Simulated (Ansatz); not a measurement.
The calculation's input:

```
crystal:
  periodic: [false, false, false]
  atoms:
    - { symbol: Al, position_ang: [0.047285, -0.500586, -0.45191] }
    - { symbol: H, position_ang: [0.067138, -0.059523, 2.272504] }
    - { symbol: F, position_ang: [1.405712, 0.347504, -0.7202] }
    - { symbol: F, position_ang: [-1.383698, 0.116628, -0.924757] }
    - { symbol: O, position_ang: [0.121139, -2.076446, 0.260382] }
    - { symbol: H, position_ang: [-0.640518, -2.636589, 0.270994] }
    - { symbol: H, position_ang: [0.054241, -0.716088, 2.016987] }
basis:
  gaussian: { orbitals: "6-31G*" }
hamiltonian:
  xc: hf
relax:
  f_tol: 0.03
  max_steps: 50
output:
  orbitals: {}
```

Run with:

```sh
ansatz run input.yaml --threads 1 --pin off --max-ram 2048MiB --backend cpu --events-out ev --progress --plain --runs-dir out
```

The fields are those of the run's last geometry, not of the input's.

Level of theory: Ansatz, RHF/6-31G*.

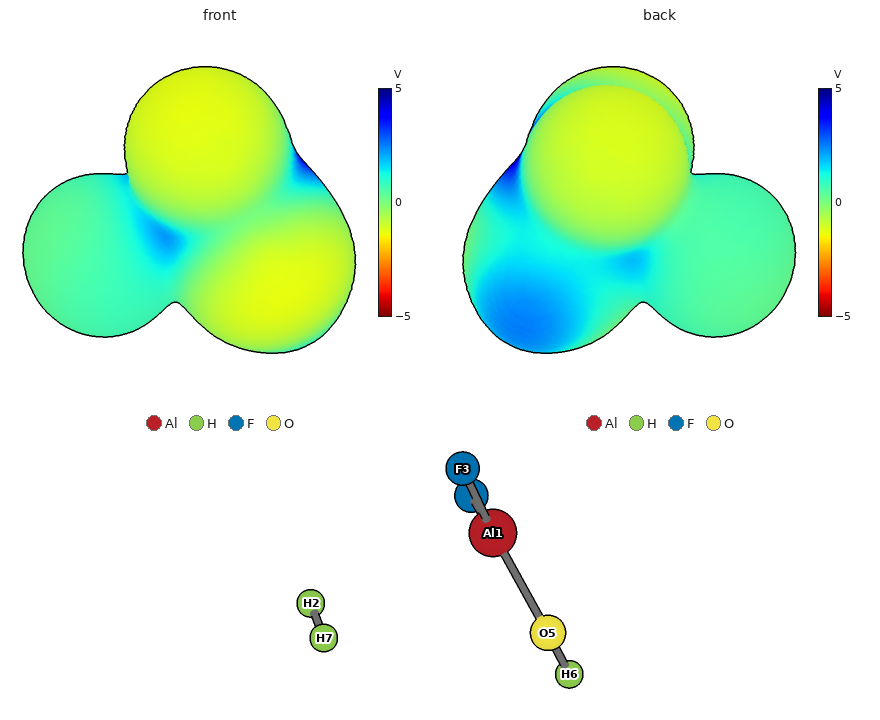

AlF2HO···H2. The molecular electrostatic potential painted on the density surface at 0.001 e/bohr³, seen from the front and from behind; the colour scale runs from red (negative) to blue (positive). The bare structure is drawn below in the same view.

**Describe the electrostatic potential map.**

The most negative region (about −1.3 V) lies over F3 and O5, the most positive (about +4.2 V) over Al1.
